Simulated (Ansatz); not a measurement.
# CH2BrSi (SMILES C=[Si+]Br) (charge +1): what the fields show

```xyz
5

C    -3.5769   -1.1696    2.0971
Br   -3.0653   -3.2223   -0.8351
Si   -3.3386   -1.5693    0.4405
H    -4.5624   -0.7809    2.3698
H    -2.7476   -0.6634    2.5999
```

Geometry: r2SCAN-D4/def2-TZVP.

The calculation used isolated molecule in a Gaussian basis; Kohn-Sham density functional theory, functional PBE0 in Ansatz 0.2.0.

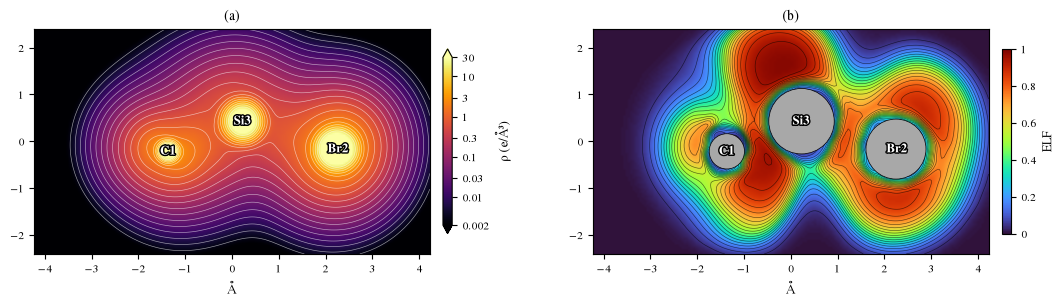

Figure 1. (a) total electron density; (b) electron localisation function on the plane of atoms C1, Si3 and Br2. Grey discs cover the atomic cores in the ELF map.

Q: What does the map show?

A:
- The plane passes through C, Br and Si nuclei.
- C–Si (1.72 Å): ρ is about 1.1 e/Å³ halfway; the ELF peaks at about 0.90 between the atoms, as expected for localised, covalent bonding.
- Si–Br (2.11 Å): ρ at the midpoint is about 0.92 e/Å³; the ELF peaks at about 0.80 between the atoms, as expected for a polar covalent bond.
- The ELF also peaks beside Br2 and Si3, away from the bonds: lone-pair regions.

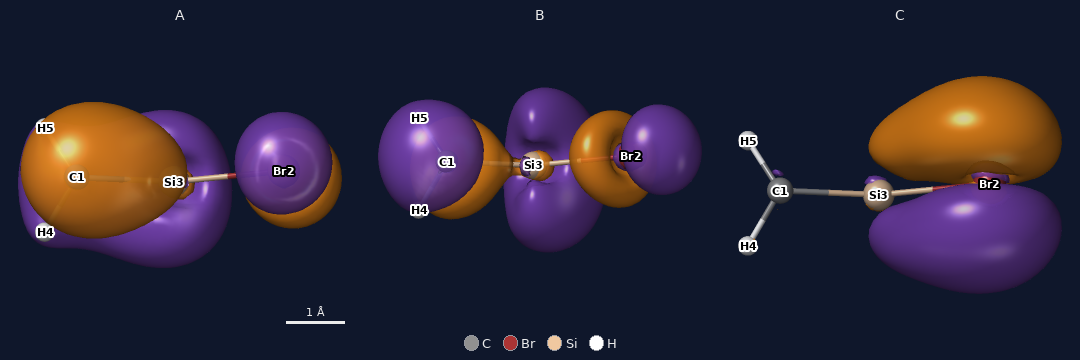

Figure 2. Three frontier orbitals at ±0.1 Å⁻³ᐟ² (orange and purple are the two phases), in no order.

Q: Which picture is the HOMO−1, the HOMO and the LUMO?

A: C is the HOMO−1 (−15.64 eV). Its weight (Hirshfeld) is mainly on Br2 (about 85 %) and Si3 (about 15 %); largely a lone pair of Br2. A is the HOMO (−13.27 eV). By Hirshfeld shares it lies mainly on C1 (about 40 %), Si3 (about 35 %) and Br2 (about 15 %). B is the LUMO (−9.39 eV). Its weight (Hirshfeld) is mainly on Si3 (about 45 %), C1 (about 35 %) and Br2 (about 20 %).

Q: What is the HOMO–LUMO gap?

A: 3.88 eV between the orbital energies.

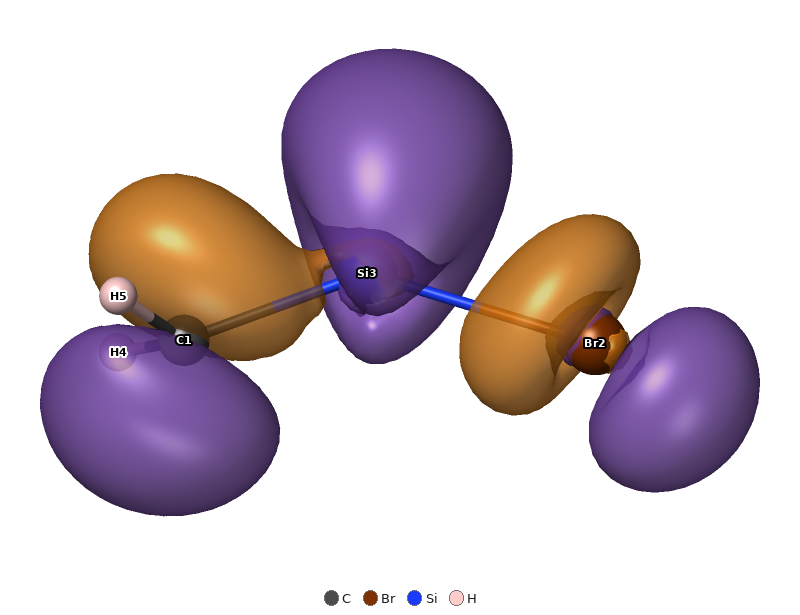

Figure 3. The LUMO at ±0.1 Å⁻³ᐟ² (orange and purple are the two phases), seen from one side.

Q: Where does this orbital lie, and at what energy?

A: By Hirshfeld shares it lies mainly on Si3 (about 45 %), C1 (about 35 %) and Br2 (about 20 %). Its energy is −9.39 eV.
